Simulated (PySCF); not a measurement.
**CH₉NSi₃ (SMILES [SiH3]C[Si]N[SiH3]) (triplet): density, localisation and related maps**

```yaml
atoms:
  - { symbol: Si, position_ang: [-0.5813, -0.6629, 0.0919] }
  - { symbol: N, position_ang: [-1.5823, 0.3570, -0.9061] }
  - { symbol: Si, position_ang: [-1.4154, 0.6456, -2.6251] }
  - { symbol: C, position_ang: [0.9566, 0.0720, 0.9415] }
  - { symbol: Si, position_ang: [1.5442, -0.9486, 2.4111] }
  - { symbol: H, position_ang: [-2.3932, 0.7795, -0.4584] }
  - { symbol: H, position_ang: [-2.7715, 0.7581, -3.2462] }
  - { symbol: H, position_ang: [-0.6722, 1.9112, -2.9245] }
  - { symbol: H, position_ang: [-0.6616, -0.4944, -3.2222] }
  - { symbol: H, position_ang: [0.6793, 1.0805, 1.2961] }
  - { symbol: H, position_ang: [1.7733, 0.1799, 0.2073] }
  - { symbol: H, position_ang: [0.5279, -0.9023, 3.5054] }
  - { symbol: H, position_ang: [2.8408, -0.4159, 2.9336] }
  - { symbol: H, position_ang: [1.7491, -2.3745, 2.0103] }
```

Geometry: PBE0-D3(BJ)/def2-SVP.

Level of theory: UKS B3LYP, IGLO-III on C N Si, pcH-1 on H, non-relativistic, mean-field spin-orbit, GIAO (PySCF 2.14.0, density-fitted response routines).

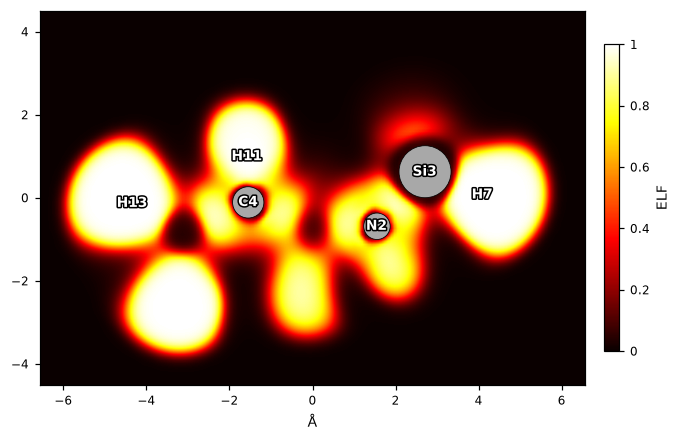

Figure 1. Electron localisation function on the plane of atoms N2, Si3 and H7. Grey discs cover the atomic cores.

Describe what can be read from this map.

Answer. The section cuts through N, Si, C and H sites. Si–N (1.75 Å): the ELF peaks at about 0.90 between the atoms: a polar covalent bond. C–H (1.10 Å): the ELF climbs to about 1 towards the hydrogen, as it does in any bond to H: an ordinary covalent bond to hydrogen. Si–H (1.50 Å): the ELF climbs to about 1 towards the hydrogen.

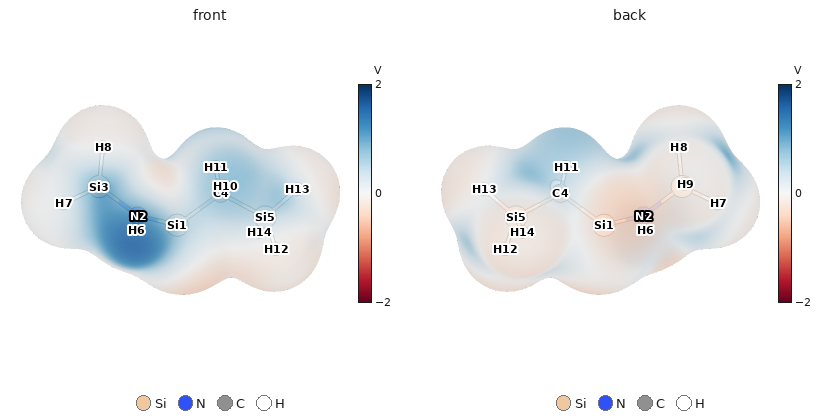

Figure 2. The electrostatic potential painted on the density surface at 0.001 e/bohr³, seen from the front and from behind; red is negative and blue positive.

Where is the surface potential most negative and most positive?

Answer. The most negative region (about −0.4 V) lies over Si1, the most positive (about +1.5 V) over H6.
